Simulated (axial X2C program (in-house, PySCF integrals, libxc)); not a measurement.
# Relativistic diatomic calculation, with input and output: HfCl⁺

System: HfCl⁺, single determinant with M_S = 1 and |Λ| = 2.
Method: PBE0, spin-free X2C-1e, Hf dyall-cv3z, Cl dyall-av3z (cores contracted) (axial X2C program (in-house, PySCF integrals, libxc)).

**Output**
```
spin-free X2C-1e  PBE0
basis functions 247  fitting functions 1222  grid points 5079
iter        total energy     max residual
   1     -15539.884835897     2.42e-05
   2     -15539.884835901     1.24e-05
converged
one-electron -21896.06687045  Coulomb 6405.14838042  exact exchange -83.83395139  xc functional -257.02644863  nuclear repulsion 291.89405415
```

**The points of the curve**

| R (Å) | E (hartree) | dipole (D; origin at the first atom, positive when the second is positive) | highest filled (eV) | lowest empty (eV) |
| --- | --- | --- | --- | --- |
| 2.086 | −15539.876972 | −1.25 | −11.02 | −8.34 |
| 2.152 | −15539.883213 | −1.50 | −11.15 | −8.46 |
| 2.219 | −15539.884836 | −1.75 | −11.28 | −8.57 |
| 2.297 | −15539.882326 | −2.05 | −11.43 | −8.71 |
| 2.374 | −15539.876393 | −2.34 | −11.58 | −8.85 |

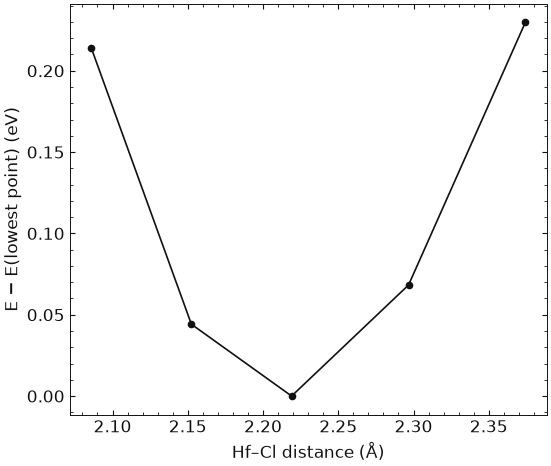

**Figure 1.** Energy at 5 bond lengths, for one set of occupations held fixed; the line joins the points. A polynomial of degree 3 through 5 points gives rₑ = 2.213 Å, ωₑ = 452.3 cm⁻¹ and Bₑ = 0.1175 cm⁻¹. The minimum lies 4.84 eV below Hf⁺ + Cl, each computed as one determinant at the same level.

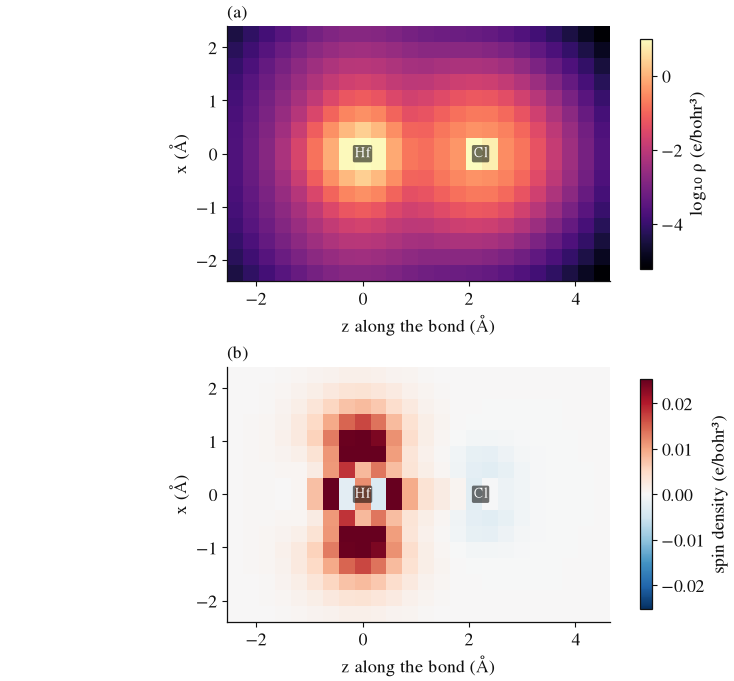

**Figure 2.** (a) electron density on a logarithmic scale; (b) spin density, in a plane that holds the axis, at 2.22 Å, on points 0.3 Å apart (one half computed, the other mirrored); the structure near the nuclei is finer than these points.

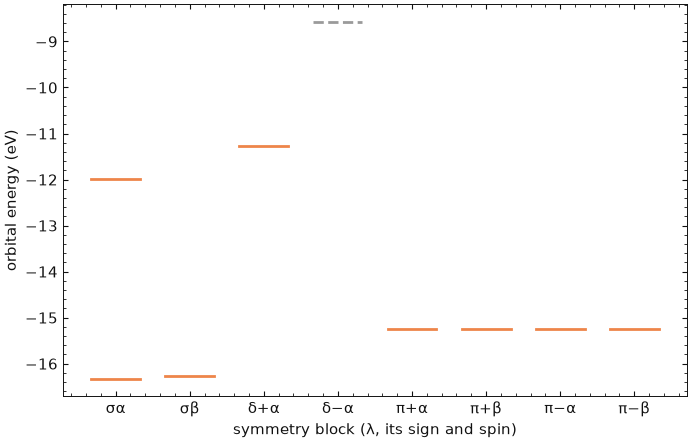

**Figure 3.** Orbital energies near the frontier at 2.22 Å, filled (solid) and empty (dashed); a label such as π−α means λ = −1 and α spin. The highest filled orbital (δ+α; 98 % Hf d) lies at −11.28 eV, the lowest empty one (δ−α; 98 % Hf d) at −8.57 eV.

**Input**
```
{"zs": [72, 17], "q": 1, "bas": ["dyall-cv3z", "dyall-av3z"], "levels": ["PBE0", "HF", "PW91"], "cc": true, "r0": 2.51, "thr": -1.0, "nmax": 90, "npts": 10, "nst": 2, "ntry": 6}
```

The line is the task of a batch: nuclear charges, charge, bases, the levels to run, a first guess of the distance and further settings. This report covers PBE0 without spin-orbit coupling. The log is that of the reference distance 2.219 Å, started from orbitals converged before.

Launched within a batch (the task file carries these settings):
```bash
python <driver script> task.json out
```

**Results in brief**

```
                    quantity                                                                 value
                     outcome                                                             converged
              bond length rₑ                                                               2.213 Å
                          ωₑ                                                            452.3 cm⁻¹
       energy at the minimum                                                  −15539.88485 hartree
   depth below the fragments                                                               4.84 eV
largest ⟨S²⟩ along the curve                                                                  2.01
                    hardware  1 thread of Arm Neoverse V1, 24 GiB of memory available, shared host
                   wall time                                                                 9.6 s
                 peak memory                                                              0.73 GiB
```

**Remarks**

To bear in mind: 5 of the 10 points asked for were kept.
